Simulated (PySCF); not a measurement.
# Geometry relaxation of GeF$_{2}$

- system: GeF$_{2}$, SMILES [F][Ge][F]
- method: HF/pc-2, RHF (PySCF 2.14.0)

The geometry comes from this level: GFN2-xTB symmetrised. Figures and captions count atoms from 1; the log counts them from 0 in places.

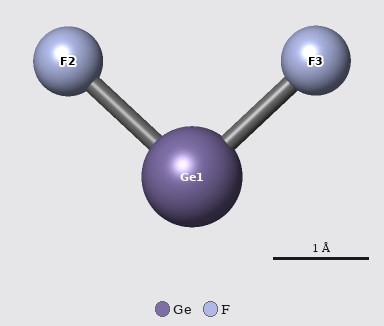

**Figure 1.** The structure as given in the input (ball-and-stick view, seen at a tilt; atoms are numbered from 1 in the order of the input). Sticks mark near contacts. Bond lengths as drawn: F–Ge 1.80 Å.

## Input file (calc.py)
```python
from pyscf import gto, symm
from pyscf.hessian import thermo
from pyscf.geomopt.geometric_solver import kernel as optimise

mol = gto.M(
    atom='start.xyz',
    verbose=3,
    basis='pc-2',
    max_memory=1860,
)

myscf = mol.RHF()
myscf.conv_tol = 1e-10
converged, mol_eq = optimise(myscf, maxsteps=60, convergence_set='GAU_TIGHT')
print('converged:', converged)
print(mol_eq.tostring())

myscf.reset(mol_eq)
mol = mol_eq
myscf.kernel()
if not myscf.converged:
    myscf = myscf.newton().run(myscf.mo_coeff, myscf.mo_occ)
etot = myscf.e_tot
print('E = %.10f Eh' % etot)
hess = myscf.Hessian().kernel()
modes = thermo.harmonic_analysis(mol, hess)
thermo.dump_normal_mode(mol, modes)
symm.geom.TOLERANCE = 1e-3  # for the symmetry number
th = thermo.thermo(myscf, modes['freq_au'], 298.15, 101325)
thermo.dump_thermo(mol, th)
```

## File start.xyz
```
3

Ge     0.005260    -0.004130    -0.418452
F      1.312930    -0.014736     0.816825
F     -1.333042     0.030529     0.783117
```

Hardware: 1 thread of Arm Neoverse V2, 24 GiB of memory available, shared host.

Command:
```bash
OMP_NUM_THREADS=1 python calc.py
```

## Log
```
#|     Arguments passed to driver run_optimizer():      |#
convergence_set           GAU_TIGHT
customengine              <pyscf.geomopt.geometric_solver.PySCFEngine object>
maxiter                   60
----------------------------------------------------------
Custom engine selected.
Bonds will be generated from interatomic distances less than 1.20 times sum of covalent radii
9 internal coordinates being used (instead of 9 Cartesians)
Internal coordinate system (atoms numbered from 1):
Distance 1-2
Distance 1-3
Angle 2-1-3
Translation-X 1-3
Translation-Y 1-3
Translation-Z 1-3
Rotation-A 1-3
Rotation-B 1-3
Rotation-C 1-3
<class 'geometric.internal.Distance'> : 2
<class 'geometric.internal.Angle'> : 1
<class 'geometric.internal.TranslationX'> : 1
<class 'geometric.internal.TranslationY'> : 1
<class 'geometric.internal.TranslationZ'> : 1
<class 'geometric.internal.RotationA'> : 1
<class 'geometric.internal.RotationB'> : 1
<class 'geometric.internal.RotationC'> : 1
> ===== Optimization Info: ====
> Job type: Energy minimization
> Maximum number of optimization cycles: 60
> Initial / maximum trust radius (Angstrom): 0.100 / 0.300
> Convergence Criteria:
> Will converge when all 5 criteria are reached:
>  |Delta-E| < 1.00e-06
>  RMS-Grad  < 1.00e-05
>  Max-Grad  < 1.50e-05
>  RMS-Disp  < 4.00e-05
>  Max-Disp  < 6.00e-05
> === End Optimization Info ===

Geometry optimization cycle 1
Cartesian coordinates (Angstrom)
 Atom        New coordinates             dX        dY        dZ
  Ge   0.005260  -0.004130  -0.418452    0.000000  0.000000  0.000000
   F   1.312930  -0.014736   0.816825    0.000000  0.000000  0.000000
   F  -1.333042   0.030529   0.783117    0.000000  0.000000  0.000000

WARN: Mole.unit (angstrom) is changed to Bohr

converged SCF energy = -2274.41868302529
--------------- RHF_Scanner gradients ---------------
         x                y                z
0 Ge     0.0007253550    -0.0005696139    -0.0577085624
1 F     0.0289421552    -0.0002165145     0.0292276345
2 F    -0.0296675102     0.0007861284     0.0284809279
----------------------------------------------
cycle 1: E = -2274.41868303  dE = -2274.42  norm(grad) = 0.0819452
Step    0 : Gradient = 4.731e-02/5.772e-02 (rms/max) Energy = -2274.4186830253
Hessian Eigenvalues: 5.00000e-02 5.00000e-02 5.00000e-02 ... 2.50000e-01 2.62039e-01 2.62039e-01

Geometry optimization cycle 2
Cartesian coordinates (Angstrom)
 Atom        New coordinates             dX        dY        dZ
  Ge   0.004690  -0.003682  -0.373080   -0.000570  0.000448  0.045372
   F   1.262947  -0.014100   0.793498   -0.049983  0.000636 -0.023327
   F  -1.282489   0.029445   0.761071    0.050553 -0.001084 -0.022046
converged SCF energy = -2274.42576050734
--------------- RHF_Scanner gradients ---------------
         x                y                z
0 Ge     0.0000168933    -0.0000132747    -0.0013449057
1 F    -0.0000589375     0.0000075012     0.0006718154
2 F     0.0000420442     0.0000057736     0.0006730903
----------------------------------------------
cycle 2: E = -2274.42576051  dE = -0.00707748  norm(grad) = 0.00164892
Step    1 : Displace = 5.211e-02/5.516e-02 (rms/max) Trust = 1.000e-01 (=) Grad = 9.520e-04/1.345e-03 (rms/max) E (change) = -2274.4257605073 (-7.077e-03) Quality = 1.090
Hessian Eigenvalues: 5.00000e-02 5.00000e-02 5.00000e-02 ... 2.45044e-01 2.62039e-01 2.64005e-01

Geometry optimization cycle 3
Cartesian coordinates (Angstrom)
 Atom        New coordinates             dX        dY        dZ
  Ge   0.004647  -0.003649  -0.369690   -0.000043  0.000033  0.003390
   F   1.266311  -0.014174   0.791846    0.003364 -0.000074 -0.001652
   F  -1.285810   0.029486   0.759334   -0.003321  0.000040 -0.001738
converged SCF energy = -2274.42576647613
--------------- RHF_Scanner gradients ---------------
         x                y                z
0 Ge    -0.0000025820     0.0000020286     0.0002055200
1 F    -0.0000291765    -0.0000004931    -0.0001031488
2 F     0.0000317585    -0.0000015355    -0.0001023712
----------------------------------------------
cycle 3: E = -2274.42576648  dE = -5.96879e-06  norm(grad) = 0.000255404
Step    2 : Displace = 3.633e-03/3.749e-03 (rms/max) Trust = 1.414e-01 (+) Grad = 1.475e-04/2.055e-04 (rms/max) E (change) = -2274.4257664761 (-5.969e-06) Quality = 0.881
Hessian Eigenvalues: 5.00000e-02 5.00000e-02 5.00000e-02 ... 2.61215e-01 2.62039e-01 2.76772e-01

Geometry optimization cycle 4
Cartesian coordinates (Angstrom)
 Atom        New coordinates             dX        dY        dZ
  Ge   0.004652  -0.003652  -0.370048    0.000005 -0.000004 -0.000358
   F   1.266058  -0.014168   0.792022   -0.000253  0.000006  0.000176
   F  -1.285562   0.029483   0.759516    0.000248 -0.000003  0.000182
converged SCF energy = -2274.42576656476
--------------- RHF_Scanner gradients ---------------
         x                y                z
0 Ge     0.0000001373    -0.0000001078    -0.0000109232
1 F     0.0000085997    -0.0000000944     0.0000055721
2 F    -0.0000087370     0.0000002022     0.0000053512
----------------------------------------------
cycle 4: E = -2274.42576656  dE = -8.86298e-08  norm(grad) = 1.81485e-05
Step    3 : Displace = 3.256e-04/3.585e-04 (rms/max) Trust = 2.000e-01 (+) Grad = 1.048e-05/1.092e-05 (rms/max) E (change) = -2274.4257665648 (-8.863e-08) Quality = 0.985
Hessian Eigenvalues: 5.00000e-02 5.00000e-02 5.00000e-02 ... 2.49507e-01 2.62039e-01 2.94384e-01

Geometry optimization cycle 5
Cartesian coordinates (Angstrom)
 Atom        New coordinates             dX        dY        dZ
  Ge   0.004652  -0.003652  -0.370050    0.000000 -0.000000 -0.000002
   F   1.266030  -0.014167   0.792023   -0.000029  0.000000  0.000001
   F  -1.285533   0.029483   0.759517    0.000028 -0.000000  0.000001
converged SCF energy = -2274.42576656509
--------------- RHF_Scanner gradients ---------------
         x                y                z
0 Ge    -0.0000000198     0.0000000156     0.0000015792
1 F    -0.0000018334     0.0000000237    -0.0000008131
2 F     0.0000018533    -0.0000000393    -0.0000007661
----------------------------------------------
cycle 5: E = -2274.42576657  dE = -3.28328e-10  norm(grad) = 3.24666e-06
```

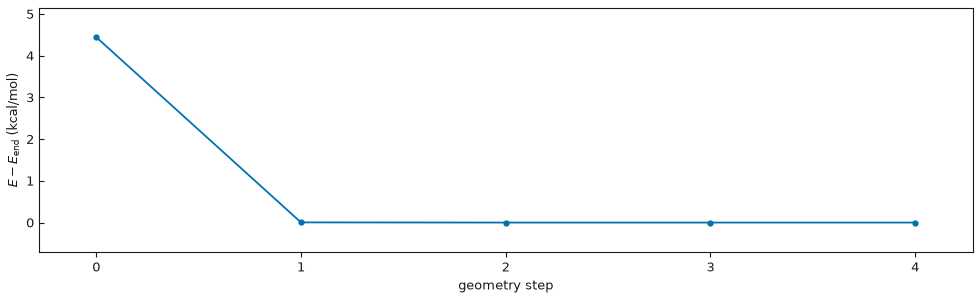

**Figure 2.** Progress of the relaxation, step by step (steps are counted from 0).

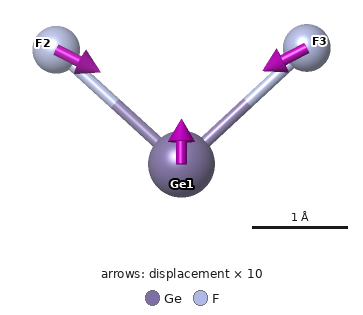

**Figure 3.** The starting structure with the displacements as pink arrows, magnified 10 times (ball-and-stick view, seen on its broad side). The two geometries are laid on each other by the best rigid fit. The largest moves after the best rigid fit, 0.053 Å, are those of F2 and F3. Largest moves by element: F 0.053 Å, Ge 0.048 Å. Among the contacts that change: Ge1–F2 1.799 → 1.715 Å. After 4 geometry steps the energy has fallen by 4.44 kcal/mol. The largest force component goes from 3 to under 0.0001 eV/Å. (Atoms are counted from 1 in the order of the input.)

```
Step    4 : Displace = 2.332e-05/2.851e-05 (rms/max) Trust = 2.828e-01 (+) Grad = 1.874e-06/2.006e-06 (rms/max) E (change) = -2274.4257665651 (-3.283e-10) Quality = 0.757
Hessian Eigenvalues: 5.00000e-02 5.00000e-02 5.00000e-02 ... 2.49507e-01 2.62039e-01 2.94384e-01
Converged! =D

converged: True
Ge          0.00465167       -0.00365225       -0.37005017
F           1.26602974       -0.01416734        0.79202269
F          -1.28553341        0.02948259        0.75951748
converged SCF energy = -2274.42576656509
E = -2274.4257665651 Eh
Mode                                 0                   1                   2
Irrep
Freq [cm^-1]                      299.5645            713.2347            750.0339
Reduced mass [au]                  21.3134             22.7751             22.2205
Force const [Dyne/A]                1.1269              6.8261              7.3649
Char temp [K]                     431.0066           1026.1859           1079.1318
Normal mode                   x     y     z       x     y     z       x     y     z
       0  Ge                -0.00  0.00  0.04   -0.06  0.00 -0.00    0.00 -0.00 -0.05
       1   F                 0.12 -0.00 -0.08    0.11 -0.00  0.10    0.10 -0.00  0.10
       2   F                -0.12  0.00 -0.09    0.11 -0.00 -0.09   -0.11  0.00  0.10
temperature 298.1500 [K]
pressure 101325.00 [Pa]
Rotational constants [GHz] 15.42661 8.16808 5.34043
Symmetry number 2
Zero-point energy (ZPE) 0.00402 [Eh]   10544.083 [J/mol]
                           tot       elec      trans        rot        vib
Entropy [J/mol/K]       268.978      0.000    167.440     93.329      8.210
Cv [J/mol/K]             38.396      0.000     12.472     12.472     13.452
Cp [J/mol/K]             46.710      0.000     20.786     12.472     13.452
Internal energy [J/mol]                      3718.434   3718.434  12177.795
Internal energy [Eh]   -2274.41830  -2274.42577
Enthalpy [J/mol]                             6197.391   3718.434  12177.795
Enthalpy [Eh]          -2274.41735
Gibbs free energy [J/mol]                  -43724.732 -24107.511   9730.089
Gibbs free energy [Eh] -2274.44790
```

## Trajectory as extended XYZ (Å, eV, eV/Å), 5 frames, from step=0 to step=4
```
3
Properties=species:S:1:pos:R:3:forces:R:3 step=0 energy=-61890.08527
Ge    0.0053   -0.0041   -0.4185   -0.0373   0.0293   2.9675
F     1.3129   -0.0147    0.8168   -1.4883   0.0111  -1.5029
F    -1.3330    0.0305    0.7831    1.5256  -0.0404  -1.4645
3
Properties=species:S:1:pos:R:3:forces:R:3 step=1 energy=-61890.27786
Ge    0.0047   -0.0037   -0.3731   -0.0009   0.0007   0.0692
F     1.2629   -0.0141    0.7935    0.0030  -0.0004  -0.0345
F    -1.2825    0.0294    0.7611   -0.0022  -0.0003  -0.0346
3
Properties=species:S:1:pos:R:3:forces:R:3 step=2 energy=-61890.27802
Ge    0.0046   -0.0036   -0.3697    0.0001  -0.0001  -0.0106
F     1.2663   -0.0142    0.7918    0.0015   0.0000   0.0053
F    -1.2858    0.0295    0.7593   -0.0016   0.0001   0.0053
3
Properties=species:S:1:pos:R:3:forces:R:3 step=3 energy=-61890.27802
Ge    0.0047   -0.0037   -0.3700    0.0000   0.0000   0.0006
F     1.2661   -0.0142    0.7920   -0.0004   0.0000  -0.0003
F    -1.2856    0.0295    0.7595    0.0004   0.0000  -0.0003
3
Properties=species:S:1:pos:R:3:forces:R:3 step=4 energy=-61890.27802
Ge    0.0047   -0.0037   -0.3700    0.0000   0.0000  -0.0001
F     1.2660   -0.0142    0.7920    0.0001   0.0000   0.0000
F    -1.2855    0.0295    0.7595   -0.0001   0.0000   0.0000
```

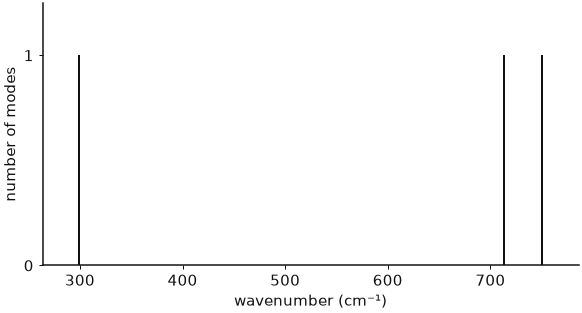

**Figure 4.** Harmonic vibrational wavenumbers from the force constants; neighbouring modes closer than 3 cm⁻¹ are counted in one stick. 3 modes from 300 to 750 cm⁻¹, none imaginary.

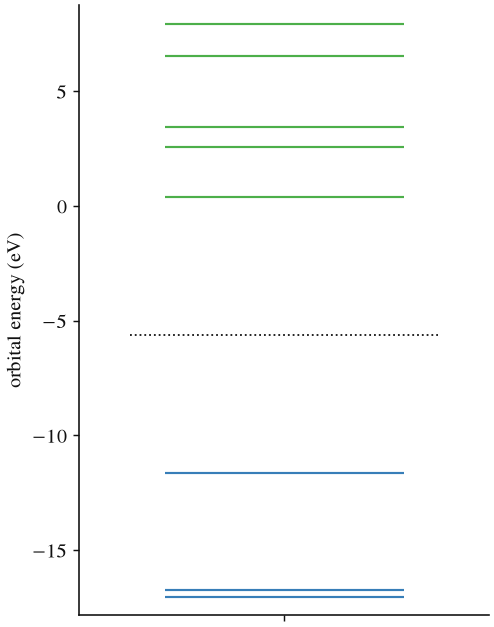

**Figure 5.** Orbital energies near the frontier; the dotted line parts filled from empty levels, and levels within 0.02 eV of each other stand side by side. Highest filled −11.67 eV, lowest empty 0.38 eV, 12.05 eV apart.

## Results in brief

| quantity | value |
| --- | --- |
| outcome | converged |
| total energy | −2274.425767 hartree |
| basis functions | 103 |
| HOMO | −11.67 eV |
| LUMO | 0.38 eV |
| zero-point energy | 0.004016 hartree |
| dipole moment | 2.59 D |
| wavenumbers, lowest and highest | 300 and 750 cm⁻¹ |
| wall time | 3.9 min |
| peak memory | 0.29 GiB |
